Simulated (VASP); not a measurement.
Band structure of CoAl (CsCl type). Calculation: LDA (Ceperley-Alder, Perdew-Zunger), VASP's LDA PAW potentials (set 64) (plane waves; VASP).

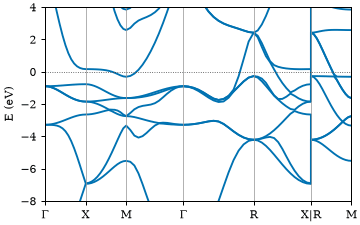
Figure. Bands along high-symmetry lines, zero at the valence-band maximum or, without a gap, the Fermi level

**Question.** Read the plot: is there a gap, and where are the band edges?

**Answer.** It has no gap at this level: it comes out as a metal or semimetal. (Edges off the drawn lines would not show.)

The compound is CoAl in the CsCl type structure. It was relaxed first, which changed the volume by -7 %. The run is not spin-polarised, so no magnetic state was tried.
